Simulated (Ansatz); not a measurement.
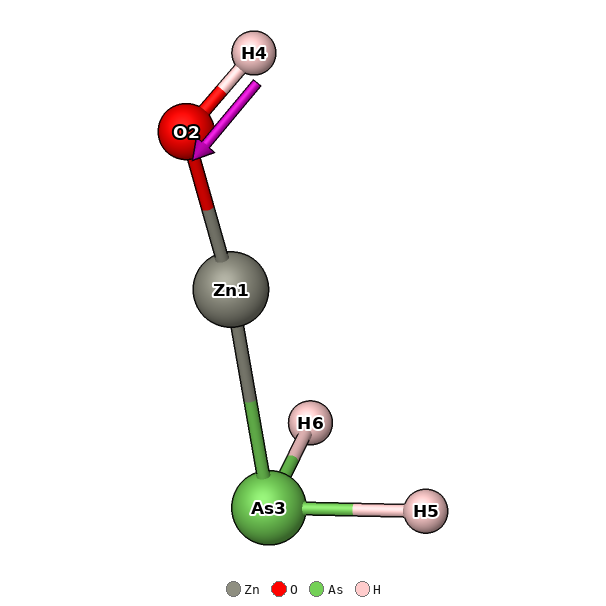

The arrows show one normal mode. Harmonic vibrations computed with RKS PBE0-D4/def2-TZVP (Ansatz 0.2.0) at a stationary point of the same level.

**Describe the motion.**

Mostly O–H stretching.

**Estimate its harmonic wavenumber.**

3913 cm⁻¹; it is mode 12 of 12 counted from the lowest.
